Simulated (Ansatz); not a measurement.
AlClFH3

Input file:

```
crystal:
  periodic: [false, false, false]
  atoms:
    - {symbol: Al, position_ang: [-0.209297, 0.387364, -0.523651]}
    - {symbol: F, position_ang: [-0.541260, -0.715259, 1.146980]}
    - {symbol: H, position_ang: [-0.907291, -0.457435, -1.653203]}
    - {symbol: H, position_ang: [-0.600544, 1.843736, -0.073444]}
    - {symbol: H, position_ang: [0.397272, -0.892376, 1.222891]}
    - {symbol: Cl, position_ang: [1.861119, -0.165931, -0.119674]}
basis:
  gaussian: {orbitals: def2-TZVPP}
hamiltonian: {xc: pbe0, dispersion: d4}
output: {orbitals: {seedname: orbitals}}
```

Run with:

```sh
ansatz run in.yaml --threads 2 --pin off --events-out ev --progress --plain --max-ram 4352MiB
```

The product side of a reaction path; geometry: PBE0-D4/def2-TZVP.

These are results of RKS PBE0-D4/def2-TZVPP (Ansatz 0.2.0), not measurements.

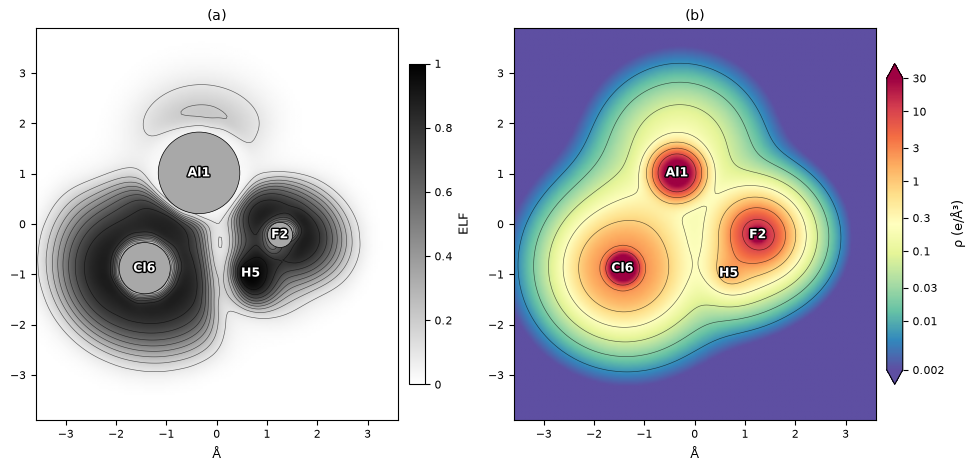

Figure 1. (a) ELF; (b) electron density on the plane of atoms Al1, F2 and H5. Grey discs cover the atomic cores in the ELF map.

Question: What does the map show?

Answer: Atoms in the plane: Al, F, H and Cl. Al–F (2.03 Å): ρ at the midpoint is about 0.34 e/Å³; the ELF peaks at about 0.85 in the valence shell of F, 0.5 Å from its nucleus, and is about 0.30 at the midpoint. Al–Cl (2.18 Å): the density is about 0.64 e/Å³ at the midpoint; the ELF peaks at about 0.85 in the valence shell of Cl, 0.8 Å from its nucleus, and is about 0.85 at the midpoint. F–H (0.96 Å): ρ is about 4.4 e/Å³ halfway; the ELF climbs to about 1 towards the hydrogen, as it does in any bond to H (a covalent bond by its length). The ELF also peaks beside Cl6 and F2, away from the bonds: lone-pair regions.

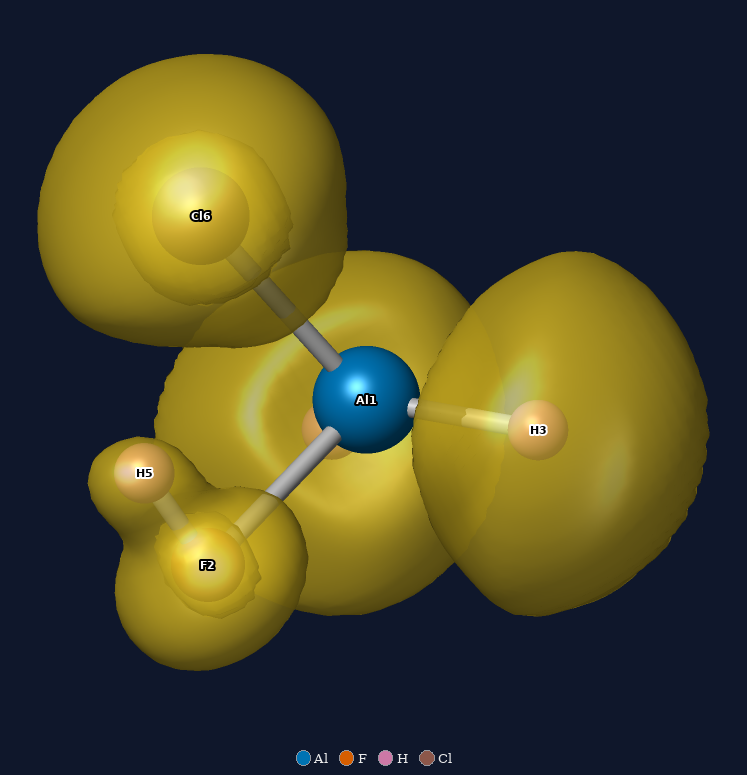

Figure 2. Isosurface of the ELF at 0.75 (yellow), seen at an oblique angle. Only the valence region is drawn (cores and ρ < 0.01 e/Å³ removed).

Question: Where are the electrons localised?

Answer: At this value the surface marks out two regions around hydrogen nuclei, one region on Cl in which the atom's valence shell and bonds are merged and one joined region spread over several atoms (F, H), in which their bonds and any lone pairs are merged.

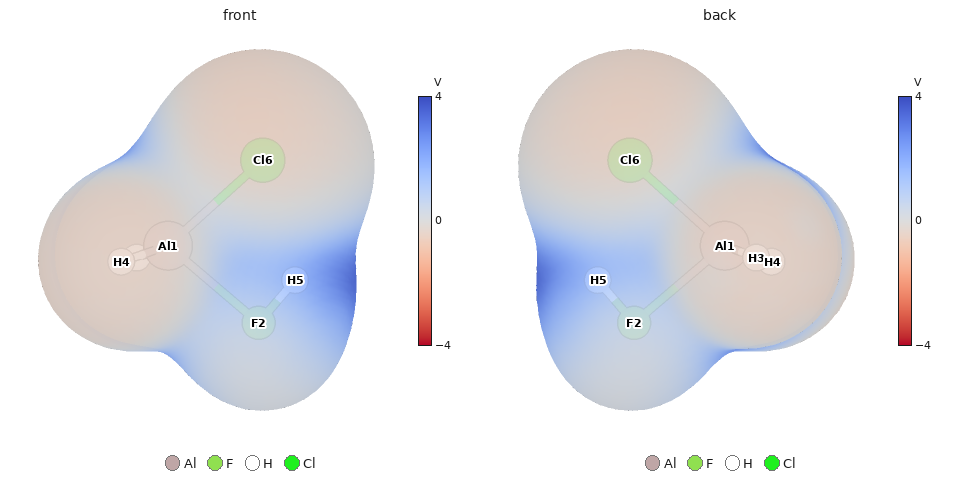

Figure 3. The molecular electrostatic potential painted on the density surface at 0.002 e/bohr³, seen from the front and from behind; red is negative and blue positive.

Question: Where is the surface potential most negative and most positive?

Answer: The most negative region (about −0.5 V) lies over Cl6, the most positive (about +3.2 V) over H5.
